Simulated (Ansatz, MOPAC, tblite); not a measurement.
Dissociation curve of SMILES C(C)#N. The C1–H6 bond (C1 also carries C, H, H; H6 carries nothing else) is stretched with both fragments frozen at the PBE0/def2-TZVP optimised geometry.

```
6

C      0.0000     0.0000     0.0000
C      1.1695    -0.6962    -0.4982
N      2.0966    -1.2482    -0.8932
H      0.0000     1.0325    -0.3521
H     -0.9077    -0.4921    -0.3521
H      0.0000     0.0000     1.0909
```

Methods: RKS-PBE = restricted PBE/def2-TZVP in Ansatz (a quantum-chemistry and plane-wave program); GFN2-xTB, 300 K electronic temperature (tblite); PM7, restricted, heats of formation (MOPAC).

Energies are in kJ/mol, each relative to the lowest point of its own curve near equilibrium.

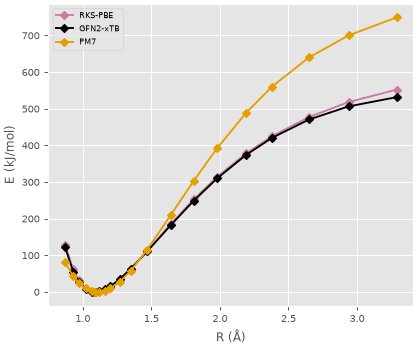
Figure. Energy against bond length for each method.

```json
[
 {"R / Å": "0.87", "RKS-PBE": "129.1", "GFN2-xTB": "122.8", "PM7": "80.9"},
 {"R / Å": "0.93", "RKS-PBE": "61.5", "GFN2-xTB": "55.7", "PM7": "43.4"},
 {"R / Å": "0.97", "RKS-PBE": "32.8", "GFN2-xTB": "28.3", "PM7": "25.2"},
 {"R / Å": "1.02", "RKS-PBE": "11.0", "GFN2-xTB": "8.5", "PM7": "9.7"},
 {"R / Å": "1.07", "RKS-PBE": "1.2", "GFN2-xTB": "0.6", "PM7": "1.6"},
 {"R / Å": "1.09", "RKS-PBE": "0.0", "GFN2-xTB": "0.0", "PM7": "0.2"},
 {"R / Å": "1.12", "RKS-PBE": "0.5", "GFN2-xTB": "1.4", "PM7": "0.0"},
 {"R / Å": "1.16", "RKS-PBE": "5.0", "GFN2-xTB": "6.6", "PM7": "3.1"},
 {"R / Å": "1.20", "RKS-PBE": "12.9", "GFN2-xTB": "15.0", "PM7": "9.5"},
 {"R / Å": "1.27", "RKS-PBE": "32.7", "GFN2-xTB": "35.1", "PM7": "28.0"},
 {"R / Å": "1.35", "RKS-PBE": "61.7", "GFN2-xTB": "63.4", "PM7": "58.1"},
 {"R / Å": "1.47", "RKS-PBE": "111.4", "GFN2-xTB": "111.0", "PM7": "115.5"},
 {"R / Å": "1.64", "RKS-PBE": "184.5", "GFN2-xTB": "181.7", "PM7": "209.0"},
 {"R / Å": "1.81", "RKS-PBE": "253.2", "GFN2-xTB": "249.2", "PM7": "303.8"},
 {"R / Å": "1.98", "RKS-PBE": "314.2", "GFN2-xTB": "310.0", "PM7": "392.3"},
 {"R / Å": "2.19", "RKS-PBE": "377.8", "GFN2-xTB": "373.7", "PM7": "488.3"},
 {"R / Å": "2.38", "RKS-PBE": "424.9", "GFN2-xTB": "420.5", "PM7": "560.6"},
 {"R / Å": "2.65", "RKS-PBE": "477.3", "GFN2-xTB": "470.6", "PM7": "640.0"},
 {"R / Å": "2.94", "RKS-PBE": "518.3", "GFN2-xTB": "506.5", "PM7": "700.4"},
 {"R / Å": "3.29", "RKS-PBE": "552.3", "GFN2-xTB": "531.6", "PM7": "749.4"}
]
```

At the longest distance, 3.29 Å, PM7 lies highest above its minimum (749.4 kJ/mol) and GFN2-xTB lowest (531.6 kJ/mol).

The restricted form behind RKS-PBE, PM7 keeps the bonding electrons paired and can't separate into open-shell fragments.
